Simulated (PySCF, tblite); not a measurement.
# C₅H₄F₄O: a rotation path, then NMR shifts on frames, part 2 of 2

tblite 0.8.0 and PySCF 2.14.0. Atoms count from 0. Earlier steps stand in the parts before.

### 5 NMR shieldings: image 4, PBE0/pcSseg-1

What the job is given:

```
{"job": {"kind": "nmr", "xc": "PBE0", "basis": "pcSseg-1", "pop": false}, "charge": 0, "multiplicity": 1}
F     -0.016900     2.333800    -0.193800
C      0.343500     1.063900    -0.116800
C     -0.425900    -0.010100     0.030800
C     -1.910900    -0.106500     0.158900
F     -2.384500     0.594000     1.199600
F     -2.302300    -1.376400     0.341500
F     -2.558000     0.342300    -0.927200
C      0.463500    -1.221200     0.065800
O      1.786500    -0.727100    -0.073600
C      1.787700     0.680500    -0.203200
H      0.369000    -1.764700     1.015300
H      0.237800    -1.916700    -0.753700
H      2.226700     0.974000    -1.167600
H      2.383100     1.133700     0.601800
```

With the program's defaults for keys left out, this is: GIAO PBE0/pcSseg-1 NMR shielding, non-relativistic, gas phase.

Standard output:

```text
coarse grid: 13344 points
cycle   1  E = -666.4763855893  dE =  1.881e+00  |g| = 1.065e+00  |ddm| = 3.617e+00
cycle   2  E = -666.2691536212  dE =  2.072e-01  |g| = 1.589e+00  |ddm| = 1.776e+00
cycle   3  E = -666.6658156579  dE = -3.967e-01  |g| = 8.561e-02  |ddm| = 1.149e+00
cycle   4  E = -666.6665165939  dE = -7.009e-04  |g| = 5.977e-02  |ddm| = 9.770e-02
cycle   5  E = -666.6672475091  dE = -7.309e-04  |g| = 1.569e-02  |ddm| = 5.705e-02
cycle   6  E = -666.6672984744  dE = -5.097e-05  |g| = 4.782e-03  |ddm| = 1.863e-02
cycle   7  E = -666.6673031962  dE = -4.722e-06  |g| = 1.256e-03  |ddm| = 4.873e-03
final grid: 135152 points
cycle   8  E = -666.7625140943  dE = -4.651e-05  |g| = 1.266e-02  |ddm| = 3.652e-02
cycle   9  E = -666.7624813682  dE =  3.273e-05  |g| = 1.892e-02  |ddm| = 2.082e-02
cycle  10  E = -666.7625424108  dE = -6.104e-05  |g| = 9.506e-04  |ddm| = 1.320e-02
cycle  11  E = -666.7625425879  dE = -1.771e-07  |g| = 2.688e-04  |ddm| = 1.030e-03
cycle  12  E = -666.7625426003  dE = -1.231e-08  |g| = 1.098e-04  |ddm| = 3.027e-04
cycle  13  E = -666.7625426027  dE = -2.424e-09  |g| = 4.130e-05  |ddm| = 1.271e-04
cycle  14  E = -666.7625426031  dE = -3.781e-10  |g| = 8.396e-06  |ddm| = 3.898e-05
converged SCF energy = -666.7625426031

GIAO shielding tensors (ppm)
atom      isotropic    diamagn.    paramagn.     s11        s22        s33       span
  0 F      294.715     472.229    -177.514    169.328    244.893    469.923    300.595
  1 C       17.764     249.210    -231.446    -67.578     59.575     61.295    128.874
  2 C       74.441     270.308    -195.868    -11.946    107.918    127.350    139.295
  3 C       57.133     236.955    -179.822     50.754     57.806     62.840     12.086
  4 F      237.519     472.378    -234.858    166.210    216.892    329.457    163.247
  5 F      255.234     472.566    -217.332    183.721    232.322    349.658    165.938
  6 F      236.789     472.288    -235.499    164.835    216.500    329.030    164.195
  7 C      109.301     241.571    -132.271     71.790     95.035    161.078     89.288
  8 O      329.707     395.249     -65.542    244.246    340.088    404.788    160.541
  9 C      109.876     247.441    -137.565     75.925     98.361    155.343     79.418
 10 H       26.484      28.610      -2.126     22.233     26.833     30.387      8.154
 11 H       26.489      28.565      -2.076     22.264     26.828     30.373      8.109
 12 H       26.631      27.891      -1.261     23.122     25.317     31.454      8.332
 13 H       26.637      27.870      -1.233     23.123     25.333     31.455      8.332
```

Wall time 26 s (1 thread of Arm Neoverse V1, shared host); peak memory 0.86 GiB.

Key values: δ C1 169.2, C3 129.8, C2 112.5, C7 77.6, H10 5.23, H11 5.23 ppm.

### 6 NMR shieldings: image 6, PBE0/pcSseg-1

What the job is given:

```
{"job": {"kind": "nmr", "xc": "PBE0", "basis": "pcSseg-1", "pop": false}, "charge": 0, "multiplicity": 1}
F      0.003600     2.341900     0.029600
C      0.351600     1.067600    -0.020900
C     -0.425600    -0.008900     0.042000
C     -1.908600    -0.103400     0.179400
F     -2.440100     0.940200     0.821200
F     -2.269600    -1.204500     0.858300
F     -2.527400    -0.177000    -1.013100
C      0.451400    -1.226200    -0.055400
O      1.776900    -0.731300    -0.174400
C      1.790400     0.682000    -0.166100
H      0.370100    -1.854700     0.841600
H      0.206500    -1.840000    -0.932600
H      2.220800     1.062900    -1.103200
H      2.399200     1.050800     0.671600
```

Level: GIAO PBE0/pcSseg-1 NMR shielding, non-relativistic, gas phase.

Standard output:

```text
coarse grid: 13344 points
cycle   1  E = -666.4776093755  dE =  1.881e+00  |g| = 1.065e+00  |ddm| = 3.620e+00
cycle   2  E = -666.2698703162  dE =  2.077e-01  |g| = 1.590e+00  |ddm| = 1.771e+00
cycle   3  E = -666.6670314647  dE = -3.972e-01  |g| = 8.619e-02  |ddm| = 1.142e+00
cycle   4  E = -666.6677514642  dE = -7.200e-04  |g| = 5.984e-02  |ddm| = 9.756e-02
cycle   5  E = -666.6684836316  dE = -7.322e-04  |g| = 1.550e-02  |ddm| = 5.680e-02
cycle   6  E = -666.6685329488  dE = -4.932e-05  |g| = 4.879e-03  |ddm| = 1.853e-02
cycle   7  E = -666.6685378086  dE = -4.860e-06  |g| = 1.273e-03  |ddm| = 4.933e-03
final grid: 135152 points
cycle   8  E = -666.7635720588  dE = -4.478e-05  |g| = 1.260e-02  |ddm| = 3.521e-02
cycle   9  E = -666.7635398089  dE =  3.225e-05  |g| = 1.881e-02  |ddm| = 2.053e-02
cycle  10  E = -666.7636001580  dE = -6.035e-05  |g| = 9.579e-04  |ddm| = 1.300e-02
cycle  11  E = -666.7636003399  dE = -1.819e-07  |g| = 2.572e-04  |ddm| = 1.017e-03
cycle  12  E = -666.7636003513  dE = -1.136e-08  |g| = 9.801e-05  |ddm| = 2.805e-04
cycle  13  E = -666.7636003531  dE = -1.776e-09  |g| = 4.002e-05  |ddm| = 1.150e-04
cycle  14  E = -666.7636003534  dE = -3.583e-10  |g| = 8.357e-06  |ddm| = 3.873e-05
converged SCF energy = -666.7636003534

GIAO shielding tensors (ppm)
atom      isotropic    diamagn.    paramagn.     s11        s22        s33       span
  0 F      296.583     472.370    -175.786    171.310    247.177    471.263    299.954
  1 C       17.888     249.432    -231.544    -65.874     58.865     60.674    126.548
  2 C       75.429     270.434    -195.005     -9.971    107.329    128.929    138.900
  3 C       57.148     236.844    -179.696     51.322     58.040     62.082     10.760
  4 F      252.962     471.981    -219.019    174.561    244.409    339.915    165.355
  5 F      250.952     472.602    -221.650    170.397    239.239    343.222    172.825
  6 F      237.104     472.299    -235.195    155.588    224.615    331.111    175.523
  7 C      109.706     241.662    -131.956     72.744     96.029    160.346     87.602
  8 O      331.047     395.216     -64.169    244.379    342.715    406.045    161.665
  9 C      110.323     247.368    -137.045     76.935     98.543    155.491     78.557
 10 H       26.487      28.553      -2.066     22.059     26.856     30.545      8.485
 11 H       26.533      28.380      -1.848     22.426     26.784     30.388      7.961
 12 H       26.668      27.885      -1.217     23.141     25.317     31.546      8.406
 13 H       26.663      27.882      -1.218     23.161     25.332     31.497      8.336
```

Run time: 25 s. Hardware: 1 thread of Arm Neoverse V1, shared host; peak memory 0.82 GiB.

Key values: δ C1 169.0, C3 129.8, C2 111.5, C7 77.2, H10 5.23, H11 5.18 ppm.

### 7 NMR shieldings: image 8, PBE0/pcSseg-1

What the job is given:

```
{"job": {"kind": "nmr", "xc": "PBE0", "basis": "pcSseg-1", "pop": false}, "charge": 0, "multiplicity": 1}
F      0.031300     2.337500     0.235400
C      0.364800     1.069600     0.066400
C     -0.424900     0.001700     0.043100
C     -1.903400    -0.103300     0.196000
F     -2.505100     1.075800     0.352000
F     -2.239100    -0.858300     1.257900
F     -2.470600    -0.694400    -0.871100
C      0.430900    -1.214500    -0.176000
O      1.761800    -0.728100    -0.273300
C      1.796200     0.677400    -0.127100
H      0.354400    -1.922000     0.660800
H      0.162800    -1.741500    -1.101600
H      2.228100     1.142700    -1.023700
H      2.412200     0.956900     0.739100
```

Level: GIAO PBE0/pcSseg-1 NMR shielding, non-relativistic, gas phase.

Standard output:

```text
coarse grid: 13344 points
cycle   1  E = -666.4779522669  dE =  1.885e+00  |g| = 1.065e+00  |ddm| = 3.631e+00
cycle   2  E = -666.2708916527  dE =  2.071e-01  |g| = 1.588e+00  |ddm| = 1.770e+00
cycle   3  E = -666.6670890323  dE = -3.962e-01  |g| = 8.636e-02  |ddm| = 1.139e+00
cycle   4  E = -666.6678290475  dE = -7.400e-04  |g| = 5.927e-02  |ddm| = 9.692e-02
cycle   5  E = -666.6685439894  dE = -7.149e-04  |g| = 1.521e-02  |ddm| = 5.602e-02
cycle   6  E = -666.6685908810  dE = -4.689e-05  |g| = 4.956e-03  |ddm| = 1.837e-02
cycle   7  E = -666.6685958751  dE = -4.994e-06  |g| = 1.280e-03  |ddm| = 5.016e-03
final grid: 135152 points
cycle   8  E = -666.7643165111  dE = -4.663e-05  |g| = 1.271e-02  |ddm| = 3.369e-02
cycle   9  E = -666.7642832706  dE =  3.324e-05  |g| = 1.907e-02  |ddm| = 2.080e-02
cycle  10  E = -666.7643450338  dE = -6.176e-05  |g| = 9.545e-04  |ddm| = 1.316e-02
cycle  11  E = -666.7643452133  dE = -1.795e-07  |g| = 2.787e-04  |ddm| = 1.034e-03
cycle  12  E = -666.7643452264  dE = -1.314e-08  |g| = 1.193e-04  |ddm| = 3.173e-04
cycle  13  E = -666.7643452294  dE = -2.993e-09  |g| = 4.109e-05  |ddm| = 1.359e-04
cycle  14  E = -666.7643452298  dE = -3.679e-10  |g| = 7.891e-06  |ddm| = 3.879e-05
converged SCF energy = -666.7643452298

GIAO shielding tensors (ppm)
atom      isotropic    diamagn.    paramagn.     s11        s22        s33       span
  0 F      299.195     472.380    -173.185    173.824    250.933    472.828    299.004
  1 C       18.384     249.436    -231.052    -63.784     58.334     60.601    124.386
  2 C       76.246     270.825    -194.578     -8.173    106.645    130.267    138.440
  3 C       57.207     236.860    -179.653     52.115     57.878     61.627      9.512
  4 F      260.948     471.648    -210.699    178.687    259.260    344.897    166.210
  5 F      243.789     472.547    -228.758    157.679    237.155    336.532    178.853
  6 F      244.433     472.547    -228.115    158.393    237.906    336.999    178.606
  7 C      109.903     241.719    -131.815     73.522     96.552    159.636     86.114
  8 O      331.988     395.188     -63.200    244.130    345.006    406.828    162.698
  9 C      110.706     247.285    -136.579     77.506     98.839    155.773     78.267
 10 H       26.528      28.377      -1.849     22.256     26.852     30.475      8.219
 11 H       26.522      28.384      -1.862     22.226     26.838     30.503      8.276
 12 H       26.706      27.877      -1.171     23.192     25.331     31.595      8.402
 13 H       26.703      27.891      -1.188     23.192     25.324     31.593      8.401
```

Run time: 26 s. Hardware: 1 thread of Arm Neoverse V1, shared host; peak memory 0.86 GiB.

This run: δ C1 168.5, C3 129.7, C2 110.7, C7 77.0, H11 5.19, H10 5.19 ppm.

### 8 Comparing the runs: NMR shifts

Shifts (ppm) of some atoms, chosen among heavy atoms and hydrogens apart, with basis size and wall time:

```tsv
frame	H12	H13	F4	F5	F6	F0	O8	functions	time
image 0	5.01	5.01	-72.9	-73.4	-90.0	-128.3	4.1	190	26 s
image 2	5.06	5.04	-65.0	-80.7	-80.7	-125.7	5.2	190	26 s
image 4	5.09	5.08	-66.6	-84.3	-65.8	-123.8	6.4	190	26 s
image 6	5.05	5.05	-82.0	-80.0	-66.2	-125.6	5.0	190	25 s
image 8	5.01	5.01	-90.0	-72.8	-73.5	-128.2	4.1	190	26 s
```

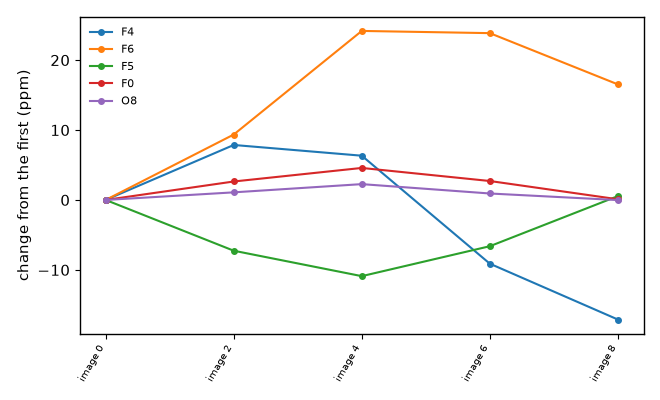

How five of the tabulated atoms move from run to run.

### 9 Results

The summary covers parts 1 to 2.

| quantity | value |
| --- | --- |
| barrier | 0.013 eV (0.3 kcal/mol) at image 4 |
| end to end (GFN2-xTB) | 0.000 eV |
| 13C shifts against TMS (PBE0/pcSseg-1, image 0) | 168.5, 129.7, 110.7, 77.1, 76.2 ppm |
| 1H shifts against TMS (PBE0/pcSseg-1, image 0) | 5.20, 5.19, 5.01, 5.01 ppm |
| 19F shifts against CFCl3 (PBE0/pcSseg-1, image 0) | -72.9, -73.4, -90.0, -128.3 ppm |
| 17O shifts against H2O (PBE0/pcSseg-1, image 0) | 4.1 ppm |
| range of the shift of F4 | -90.0 to -65.0 ppm |

What this shows: Along the band the dihedral turns by 121°, and the top (dihedral 121°) lies 0.3 kcal/mol above the start (GFN2-xTB, rough), so at room temperature this motion is fast. The top was not checked by a frequency run. Shifts at one fixed geometry are not the observed spectrum, which averages over the motion. In the first frame run (image 0): Shielding is most anisotropic at F0 (span 299 ppm, paramagnetic term -173 ppm). Across the 5 runs the shift of F4 moves most, between -90.0 (image 8) and -65.0 ppm (image 2).
